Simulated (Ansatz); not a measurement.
**C₂H₅FGe (SMILES C[CH2][Ge][F]): density, localisation and related maps**

Input file:

```
crystal:
  periodic: [false, false, false]
  atoms:
    - {symbol: C, position_ang: [0.703979, -1.072003, -0.196353]}
    - {symbol: C, position_ang: [0.038090, 0.048102, -0.981419]}
    - {symbol: F, position_ang: [2.737835, 0.774349, -1.283710]}
    - {symbol: Ge, position_ang: [1.184779, 1.568558, -1.570970]}
    - {symbol: H, position_ang: [1.581807, -1.464436, -0.729580]}
    - {symbol: H, position_ang: [0.013961, -1.910431, -0.008478]}
    - {symbol: H, position_ang: [1.063456, -0.717841, 0.782157]}
    - {symbol: H, position_ang: [-0.827875, 0.481042, -0.445794]}
    - {symbol: H, position_ang: [-0.390998, -0.328776, -1.934238]}
basis:
  gaussian: {orbitals: def2-TZVPD}
hamiltonian: {xc: {name: PBE0}}
output: {forces: true, orbitals: {seedname: orbitals}}
```

Run with:

```sh
ansatz run input.yaml --threads 2 --pin off --max-ram 4350MiB --events-out events.jsonl --progress --plain --runs-dir runs
```

Geometry: PBE0-D3(BJ)/def2-SVP.

Computed with Ansatz, isolated molecule in a Gaussian basis; Kohn-Sham density functional theory, functional PBE0.

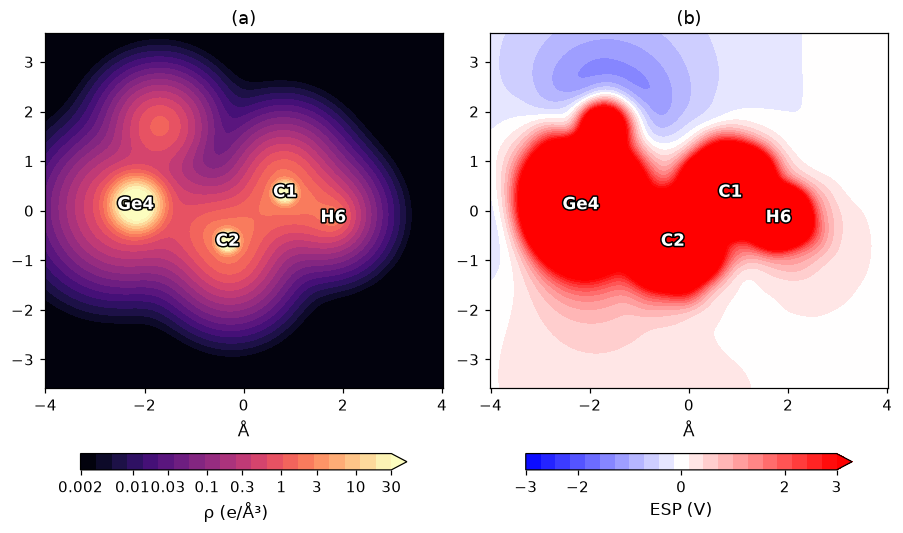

Figure 1. (a) electron density; (b) molecular electrostatic potential on the plane of atoms C2, C1 and H6.

> Interpret the plot.

The plane passes through C, Ge and H nuclei. C–C (1.52 Å): ρ is about 1.6 e/Å³ halfway. C–Ge (1.99 Å): the density is about 0.85 e/Å³ at the midpoint. C–H (1.10 Å): ρ is about 1.9 e/Å³ halfway. Outside the dense part of the molecule the potential is most negative (−1.4 V) near F3, which lies off the plane.

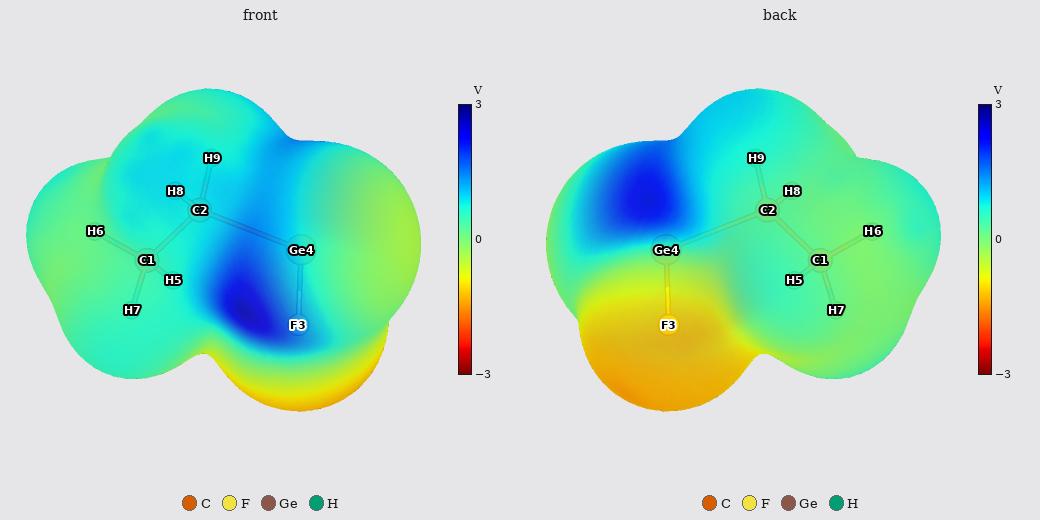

Figure 2. The molecular electrostatic potential painted on the density surface at 0.002 e/bohr³, seen from the front and from behind; the colour scale runs from red (negative) to blue (positive).

> Which sites attract a positive test charge, and which a negative one?

A positive charge is drawn to the negative regions and a negative charge to the positive ones. The most negative region (about −1.4 V) lies over F3, the most positive (about +2.4 V) over Ge4.

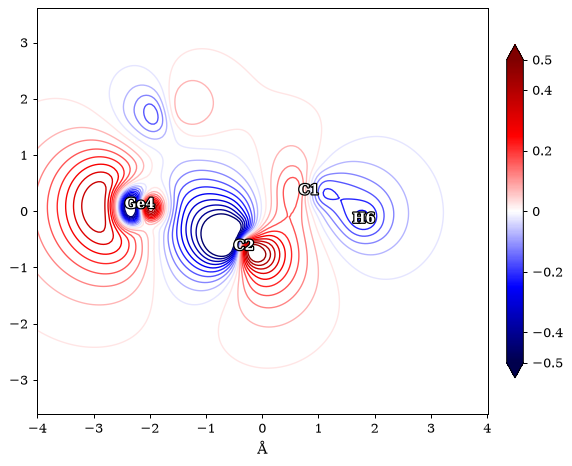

Figure 3. The HOMO on the plane of atoms C1, C2 and Ge4 (values in Å⁻³ᐟ²; the overall sign is arbitrary).

> What is the character of this orbital?

Its weight (Hirshfeld) is mainly on Ge4 (about 55 %), C2 (about 25 %) and F3 (about 5 %). Its energy is −6.67 eV.
